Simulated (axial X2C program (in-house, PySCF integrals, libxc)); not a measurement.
**Run report: PbO⁺, relativistic diatomic calculation**

- system: PbO⁺, single determinant with Ω = 1/2 (not the lowest found). The distance is the PBE0 minimum at charge 1.
- method: expectation values, HF and Kohn-Sham, two-component X2C with atomic mean-field Coulomb and Gaunt terms, Pb dyall-cv3z, O dyall-av3z (cores contracted) (axial X2C program (in-house, PySCF integrals, libxc))

## Results in brief

- outcome: converged; the levels of theory disagree widely
- hardware: 1 thread of Arm Neoverse N1, 16 GiB of memory available, shared host
- wall time: 9.8 s
- peak memory: 0.42 GiB

## Input
```
{"zs": [82, 8], "q": 1, "bas": ["dyall-cv3z", "dyall-av3z"], "r0": 1.92, "levels": ["PBE0", "HF", "B3LYP", "BHandHLYP", "PBE50"], "nst": 3}
```

The line is the task of a batch: nuclear charges, charge, bases, the levels to run, a first guess of the distance and further settings. This report covers the levels named above. The log is that of the reference distance, started from orbitals converged before.

The run was one of a batch that the task file lists, launched with:
```bash
python <driver script> task.json out
```

## The program's output
```
two-component X2C + atomic mean field  PBE0
basis functions 216  fitting functions 1142  grid points 5078
iter        total energy     max residual
   1     -20966.936633220     9.08e-06
   2     -20966.936633225     1.07e-05
   3     -20966.936633226     6.21e-06
converged
one-electron -28968.62904805  Coulomb 8257.56675873  exact exchange -99.25171874  xc functional -303.96357354  nuclear repulsion 167.53873087  atomic mean-field constant -20.19778249
```

## Expectation values by level of theory

| quantity | PBE0 | HF | B3LYP | BHandHLYP | PBE50 |
| --- | --- | --- | --- | --- | --- |
| effective field for an electron dipole moment (GV/cm) | 6.60 | −12.7 | 6.93 | 5.00 | 4.95 |
| field gradient at the first nucleus (a.u.) | −15.1 | −16.5 | −14.6 | −15.4 | −15.9 |
| field gradient at the second nucleus (a.u.) | −0.478 | −0.294 | −0.541 | −0.436 | −0.383 |
| A∥/gI, first nucleus (MHz) | 639 | 529 | 674 | 629 | 585 |
| A∥/gI, second nucleus (MHz) | 1050 | 924 | 1050 | 1020 | 1030 |

Each column comes from one determinant, in a basis with contracted cores. The levels disagree widely: the effective field runs from −12.7 to 6.93 GV/cm. They may not all have settled in the same state, and these values aren't reliable properties of the molecule.

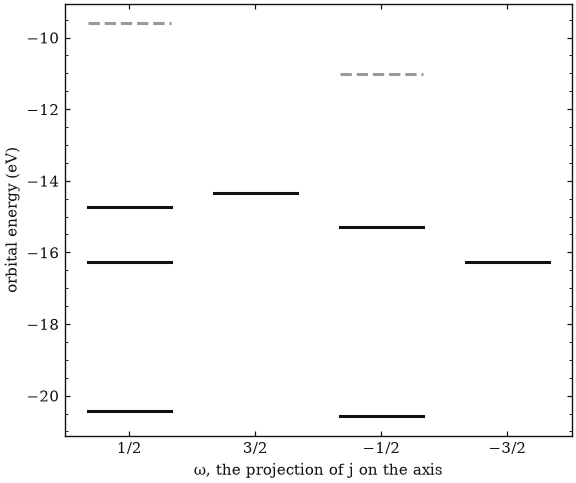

*Orbital energies (PBE0) near the frontier at 2.07 Å, filled (solid) and empty (dashed).*

The highest filled spinor (3/2; 89 % O p, 7 % Pb p) lies at −14.33 eV, the lowest empty one (−1/2; 56 % O p, 40 % Pb p) at −11.01 eV.
